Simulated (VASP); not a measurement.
Energy against volume of Pd (fcc). These are optB88-vdW, VASP's PBE PAW potentials (set 64) (plane waves; VASP) values and carry that method's errors.

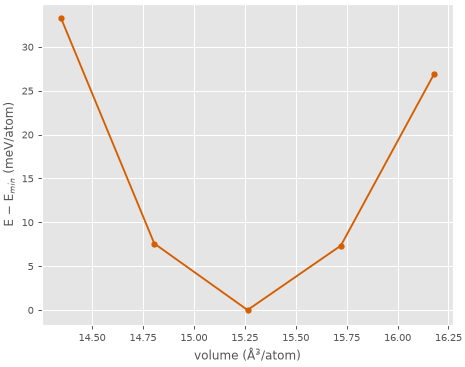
Figure. Energy against volume

### Question
Estimate the equilibrium volume and the bulk modulus.

### Answer
The minimum lies near 15.3 Å³/atom, and the curvature gives B0 of about 170 GPa.

Measured: bulk modulus 195 GPa at 0 K (computed value off by -11.0 %), as given by Vázquez-Parga, Fernández-Martínez, Viñes, J. Chem. Theory Comput. (2023), doi:10.1021/acs.jctc.3c00612, Supporting … [zero-point energy and finite temperature contributions removed]; a 3.876 Å at 0 K (computed value off by +1.6 %), as given by Daniel Mejia-Rodriguez et al., Physical Review B (2018), arXiv:1807.09216 [static lattice: zero-point anharmonic expansion removed].

The compound is Pd in the fcc structure. It was relaxed first.
